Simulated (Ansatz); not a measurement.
System: CrPdF₄, space group P4/mmm, 6 atoms in the cell, a structure borrowed from another compound.

```
Pd Cr F
1.0
     3.40676    0.00000    0.00000
     0.00000    3.40676    0.00000
     0.00000    0.00000    5.99762
Pd Cr F
1 1 4
Direct
  0.00000 0.00000 0.00000
  0.50000 0.50000 0.50000
  0.50000 0.00000 0.50000
  0.00000 0.50000 0.50000
  0.50000 0.50000 0.21000
  0.50000 0.50000 0.79000
```

Method: DFT with r2SCAN, PAW plane waves, Ueff = 2.23 eV on Cr d, spin-polarised, 7×7×4 k mesh, 500 eV cutoff, Gaussian smearing of 0.13 eV (Ansatz).

How will the Cr d shell be filled?

Counting eigenvalues over 0.6 as filled, Cr has 3 filled d states (d³), 3 up and 0 down; the eigenvalues sum to 4.2. The small eigenvalues come from mixing with neighbours' orbitals.

This magnetic state lies 6 meV an atom above the lowest one found. The structure was built from a prototype or by substitution, so it need not be a known phase. The atoms aren't at rest in this cell (largest force 4.5 eV/Å), so the relaxed material can differ. The cell is at 42 GPa in this functional.

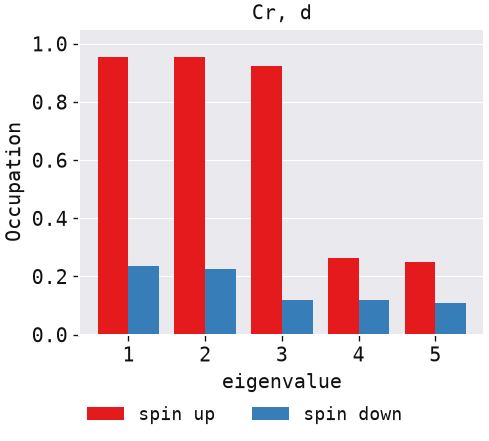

Eigenvalues of the local occupation matrix of the d shell (Löwdin-orthogonalised atomic projectors).
